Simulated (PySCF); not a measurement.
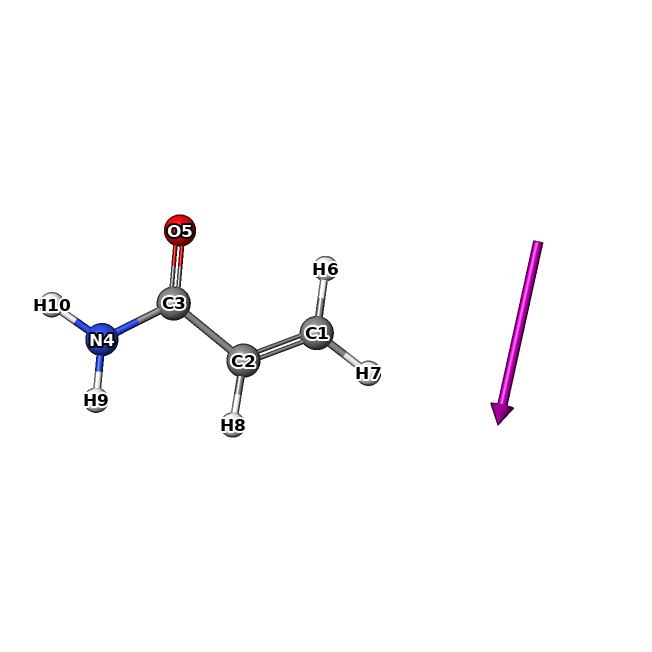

The arrow beside the molecule shows the direction of the dipole moment, from the negative to the positive end (its length means nothing). The computed structure is the end point of a PBE0-D3(BJ)/def2-TZVP optimisation. No frequency run is at hand to confirm it as a minimum. Properties computed with ωB97X-D/pcSseg-2, gas phase (PySCF 2.14.0).

**How large is the dipole moment?**

3.70 D; it points from the side of O5, H6 to the side of H8, H9 (the outermost atoms at the two ends).
